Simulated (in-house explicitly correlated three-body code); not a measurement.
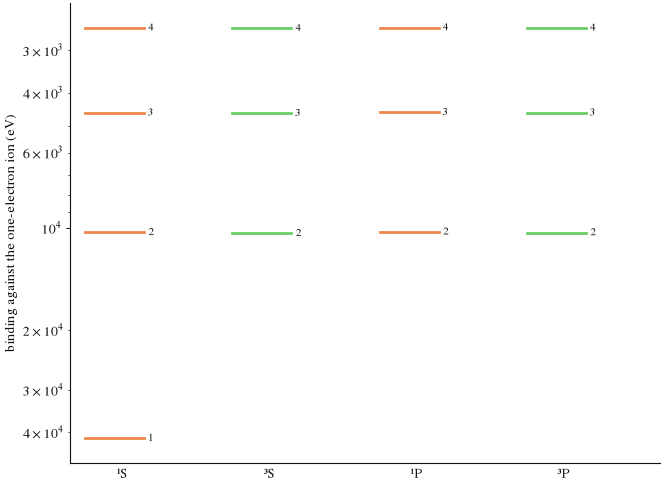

Two electrons around a point charge Z = 56 (Ba⁵⁴⁺). Computed variationally in 260 exponentially correlated functions with an in-house code, non-relativistic, converged to about 10⁻⁸ of the energy. The plot shows the bound S and P states that converged, by term and principal number n, on a logarithmic scale of binding.

> Describe the level scheme.

The ground state is bound by 41.72 keV. The n = 2 states drawn run, from the deepest, 2 ³S (10.38 keV), 2 ³P (10.32 keV), 2 ¹S (10.32 keV), 2 ¹P (10.28 keV). Exchange puts 2 ³S below 2 ¹S by 65.1 eV and 2 ³P below 2 ¹P by 49.8 eV. Quantum defects n − (Z − 1)/√(2 E(binding)): 2 ³S 0.009, 2 ³P 0.003, 2 ¹S 0.003, 2 ¹P −0.001.
